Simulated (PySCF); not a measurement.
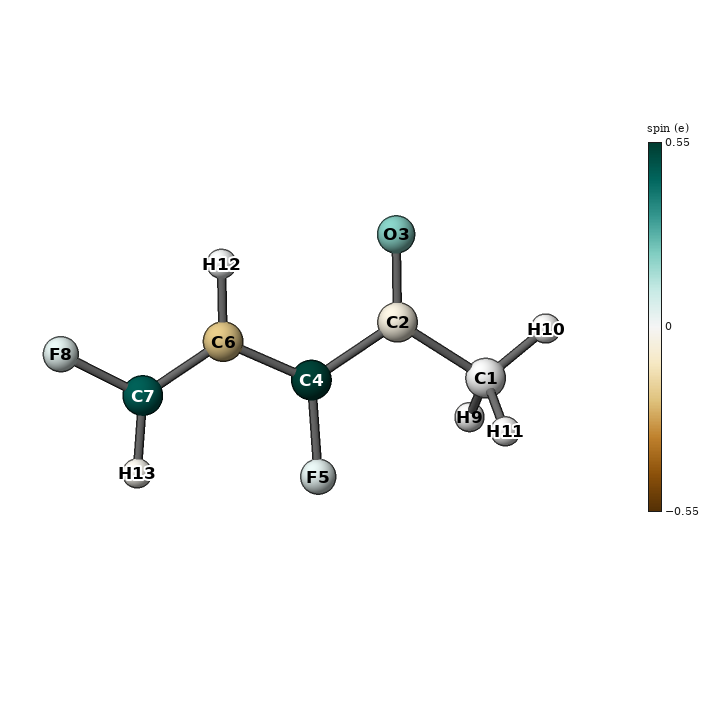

Atoms are coloured by their Mulliken spin populations. State: neutral, doublet. The geometry was computed by an optimisation with GFN2-xTB. No frequency run is at hand to confirm it as a minimum. Method: UKS B3LYP, pcH-1 on C F H O, non-relativistic (PySCF 2.14.0).

List the Mulliken spin populations.

```csv
atom,value (e)
C1,0.00
C2,−0.05
O3,0.21
C4,0.53
F5,0.04
C6,−0.21
C7,0.46
F8,0.04
H9,0.00
H10,0.00
H11,0.00
H12,0.01
H13,−0.02
```

Mulliken values depend strongly on the basis set.
